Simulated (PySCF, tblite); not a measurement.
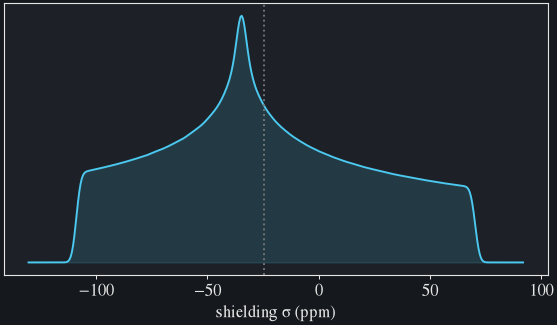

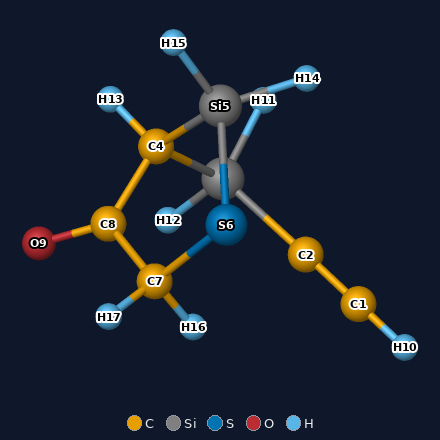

Static powder pattern (¹³C) from GIAO shielding tensors of C₅H₈OSSi₂, SMILES C#C[SiH2][C@@H]1[SiH2]SCC1=O, PBE0/pcSseg-1, PySCF 2.14.0, at a GFN2-xTB geometry (a minimum by its frequencies); absolute shielding, one fixed geometry of the isolated molecule without any motion, no dipolar terms. The dotted line is the isotropic value; skew is 3(σiso − σ22)/span.

Question: The pattern belongs to C8. Give the principal values, span and skew.

Answer: C8: σ11, σ22, σ33 = −109, −35, 70 ppm, isotropic −24, span 179 ppm, skew 0.17.

Note: the tight-binding geometry is rougher than a DFT one and adds to the error; one conformer of a flexible molecule.
